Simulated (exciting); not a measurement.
## Electron–core-hole interaction in the F K spectrum of SF6

How far do the exchange and direct terms reshape the F K edge of SF6?

Method: X-ray absorption, core-level Bethe-Salpeter equation, exchange and statically screened direct term, Tamm-Dancoff, all-electron LAPW+lo LDA, in exciting sodium.

### Step 1. Starting point

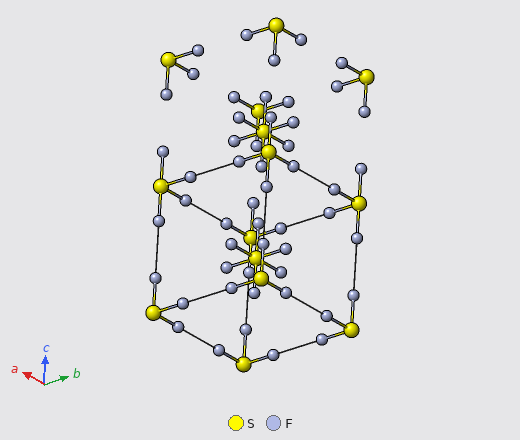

The starting structure, seen from a free direction (sulfur yellow, fluorine light blue). 1×1×2 cells are drawn. This picture shows the conventional cell, with its axes. Some periodic images of atoms are drawn too.

As a file:

```cif
data_structure
_symmetry_space_group_name_H-M 'Im-3m'
_symmetry_Int_Tables_number 229
_cell_length_a 5.7470
_cell_length_b 5.7470
_cell_length_c 5.7470
_cell_angle_alpha 90.000
_cell_angle_beta 90.000
_cell_angle_gamma 90.000
_cell_volume 189.81
loop_
_atom_site_label
_atom_site_type_symbol
_atom_site_symmetry_multiplicity
_atom_site_Wyckoff_symbol
_atom_site_fract_x
_atom_site_fract_y
_atom_site_fract_z
_atom_site_occupancy
S1 S 2 a 0.00000 0.00000 0.00000 1
F1 F 12 e 0.00000 0.27437 0.00000 1
```

Differences between curves are given as r.m.s. difference over r.m.s. height.

### Step 2. Ground state

The species files are the program's own, with muffin-tin radii set in the input.

Contents of input.xml:

```
<input>
  <title>SF6</title>
  <structure speciespath="." autormt="false" epslat="1.0e-5">
    <crystal>
      <basevect>-5.4301369682 5.4301369682 5.4301369682</basevect>
      <basevect>5.4301369682 -5.4301369682 5.4301369682</basevect>
      <basevect>5.4301369682 5.4301369682 -5.4301369682</basevect>
    </crystal>
    <species speciesfile="S.xml" rmt="1.445">
      <atom coord="0.0000000000 0.0000000000 0.0000000000"/>
    </species>
    <species speciesfile="F.xml" rmt="1.445">
      <atom coord="0.2743727900 0.0000000000 0.2743727900"/>
      <atom coord="0.7256272100 0.0000000000 0.7256272100"/>
      <atom coord="0.0000000000 0.7256272100 0.7256272100"/>
      <atom coord="0.0000000000 0.2743727900 0.2743727900"/>
      <atom coord="0.2743727900 0.2743727900 0.0000000000"/>
      <atom coord="0.7256272100 0.7256272100 0.0000000000"/>
    </species>
  </structure>
  <groundstate do="fromscratch" xctype="LDA_PW" ngridk="3 3 3" rgkmax="6.5" gmaxvr="14" nempty="8" swidth="0.001" maxscl="100" epsengy="1e-5"/>
</input>
```

Launch:

```
> OMP_NUM_THREADS=1 mpirun -n 2 exciting
```

The log of the run:

```text
EXCITING SODIUM started
********************************************************************************
* Ground-state run starting from atomic densities                              *
********************************************************************************
+ Starting initialization                                                      +
 Lattice vectors (cartesian) :
     -5.4301369682      5.4301369682      5.4301369682
      5.4301369682     -5.4301369682      5.4301369682
      5.4301369682      5.4301369682     -5.4301369682
 Reciprocal lattice vectors (cartesian) :
     -0.0000000000      0.5785475895      0.5785475895
      0.5785475895     -0.0000000000      0.5785475895
      0.5785475895      0.5785475895     -0.0000000000
 Unit cell volume                           :     640.4604911466
 Brillouin zone volume                      :       0.3872997896
 Species :    1 (S)
     parameters loaded from                 :    S.xml
     name                                   :    sulphur
     nuclear charge                         :     -16.00000000
     electronic charge                      :      16.00000000
     atomic mass                            :   58452.74216000
     muffin-tin radius                      :       1.44500000
     # of radial points in muffin-tin       :     300
     atomic positions (lattice) :
       1 :   0.00000000  0.00000000  0.00000000
 Species :    2 (F)
     parameters loaded from                 :    F.xml
     name                                   :    fluorine
     nuclear charge                         :      -9.00000000
     electronic charge                      :       9.00000000
     atomic mass                            :   34631.97043000
     muffin-tin radius                      :       1.44500000
     # of radial points in muffin-tin       :     250
     atomic positions (lattice) :
       1 :   0.27437279  0.00000000  0.27437279
       2 :   0.72562721  0.00000000  0.72562721
       3 :   0.00000000  0.72562721  0.72562721
       4 :   0.00000000  0.27437279  0.27437279
       5 :   0.27437279  0.27437279  0.00000000
       6 :   0.72562721  0.72562721  0.00000000
 Total number of atoms per unit cell        :       7
 Spin treatment                             :    spin-unpolarised
 Number of Bravais lattice symmetries       :      48
 Number of crystal symmetries               :      48
 k-point grid                               :       3    3    3
 Total number of k-points                   :       4
 k-point set is reduced with crystal symmetries
 R^MT_min * |G+k|_max (rgkmax)              :       6.50000000
 Species with R^MT_min                      :       1 (S)
 Maximum |G+k| for APW functions            :       4.49826990
 Maximum |G| for potential and density      :      14.00000000
 G-vector grid sizes                        :      45    45    45
 Total number of G-vectors                  :   29581
 Maximum angular momentum used for
     APW functions                          :       8
     computing H and O matrix elements      :       8
     potential and density                  :       8
     inner part of muffin-tin               :       2
 Total nuclear charge                       :     -70.00000000
 Total electronic charge                    :      70.00000000
 Total core charge                          :      22.00000000
 Total valence charge                       :      48.00000000
 Number of empty states                     :       8
 Total number of valence states             :      33
 Maximum Hamiltonian size                   :    1031
 Maximum number of plane-waves              :     997
 Total number of local-orbitals             :      34
 Exchange-correlation type                  :       3
     Perdew-Wang, Phys. Rev. B 45, 13244 (1992)
 Smearing scheme                            :    Gaussian
 Smearing width                             :       0.00100000
 Using multisecant Broyden potential mixing
+ Ending initialization                                                        +
********************************************************************************
* Groundstate module started                                                   *
********************************************************************************
 Output level for this task is set to normal
+ Self-consistent loop started                                                 +
 Density and potential initialised from atomic data
+ SCF iteration number :    1                                                  +
 Total energy                               :      -992.93503279
 _______________________________________________________________
 Fermi energy                               :        -0.02137383
 Kinetic energy                             :       997.58820514
 Coulomb energy                             :     -1906.51306750
 Exchange energy                            :       -78.81830964
 Correlation energy                         :        -5.19186080
 DOS at Fermi energy (states/Ha/cell)       :         0.00000000
 Electron charges :
     core                                   :        22.00000000
     core leakage                           :         0.01078586
     valence                                :        48.00000000
     interstitial                           :        10.63606305
     charge in muffin-tin spheres :
                  atom     1     S          :        11.40456025
                  atom     2     F          :         7.99322945
                  atom     3     F          :         7.99322945
                  atom     4     F          :         7.99322945
                  atom     5     F          :         7.99322945
                  atom     6     F          :         7.99322945
                  atom     7     F          :         7.99322945
     total charge in muffin-tins            :        59.36393695
     total charge                           :        70.00000000
 Estimated fundamental gap                  :         0.29332255
        valence-band maximum at    1      0.0000  0.0000  0.0000
     conduction-band minimum at    1      0.0000  0.0000  0.0000
[... further iterations ...]
| Convergence targets achieved. Performing final SCF iteration                 +
 Total energy                               :      -994.09265703
 _______________________________________________________________
 Fermi energy                               :        -0.01931617
 Kinetic energy                             :       993.42500350
 Coulomb energy                             :     -1904.07850285
 Exchange energy                            :       -78.26778556
 Correlation energy                         :        -5.17137212
 DOS at Fermi energy (states/Ha/cell)       :         0.00000000
 Electron charges :
     core                                   :        22.00000000
     core leakage                           :         0.01008192
     valence                                :        48.00000000
     interstitial                           :        11.27251057
     charge in muffin-tin spheres :
                  atom     1     S          :        11.79504676
                  atom     2     F          :         7.82207378
                  atom     3     F          :         7.82207378
                  atom     4     F          :         7.82207378
                  atom     5     F          :         7.82207378
                  atom     6     F          :         7.82207378
                  atom     7     F          :         7.82207378
     total charge in muffin-tins            :        58.72748943
     total charge                           :        70.00000000
 Estimated fundamental gap                  :         0.22606285
        valence-band maximum at    1      0.0000  0.0000  0.0000
     conduction-band minimum at    1      0.0000  0.0000  0.0000
+ Self-consistent loop stopped                                                 +
 STATE.OUT is written
********************************************************************************
* Groundstate module stopped                                                   *
********************************************************************************
 Total time spent (seconds)                 :        68.00
- CAUTION! Warnings have been written in file WARNING.OUT !                    -
| EXCITING SODIUM stopped                                                      =
```

Wall time 69 s (2 MPI ranks of Arm Neoverse V2, shared host).

The warnings file holds hints only, no warning.

The mesh shows a gap of 6.15 eV. Core levels (Dirac, from the valence top):

```tsv
atom	level	energy (eV)
S	1s1/2	-2395.7
S	2s1/2	-208.2
S	2p1/2	-154.8
S	2p3/2	-153.6
F	1s1/2	-648.2
```

### Step 3. A richer basis for the empty states

Each species file gets more local orbitals, built from u and its energy derivative at 0.15 Ha and u at 0.9 Ha.

input.xml is that of step 2.

Contents of SPECIES.xml, added lines:

```
<lo l="L">  <!-- L = 0, 1, 2 -->
  <wf matchingOrder="0" trialEnergy="0.1500" searchE="false"/>
  <wf matchingOrder="1" trialEnergy="0.1500" searchE="false"/>
  <wf matchingOrder="0" trialEnergy="0.9000" searchE="false"/>
</lo>
```

Launch:

```
> OMP_NUM_THREADS=1 mpirun -n 2 exciting
```

The log of the run:

```text
EXCITING SODIUM started
********************************************************************************
* Ground-state run starting from atomic densities                              *
********************************************************************************
+ Starting initialization                                                      +
[... lattice and species ...]
 Spin treatment                             :    spin-unpolarised
 Number of Bravais lattice symmetries       :      48
[...]
+ Self-consistent loop stopped                                                 +
 STATE.OUT is written
********************************************************************************
* Groundstate module stopped                                                   *
********************************************************************************
 Total time spent (seconds)                 :        65.72
- CAUTION! Warnings have been written in file WARNING.OUT !                    -
| EXCITING SODIUM stopped                                                      =
[key lines of the parts left out:]
Total energy                               :      -994.09902107
Fermi energy                               :        -0.01770155
```

It took 68 s on 2 MPI ranks.

Against the first ground state the total energy moves by -25 meV an atom and the gap by 0.02 eV.

(Continued in part 2 of 2.)

[Banner, clock and machine lines of the logs are left out without a mark of their own.]

[Logs are printed without paths, hosts, clocks, repeated set-up lines and the standing remarks that a program may print on its own settings, such as how far it seeks lower states.]

[Hosts, paths, dates, database ids (printed as entryN), source tags and the programs' standing remarks are cut or masked in the printed files.]
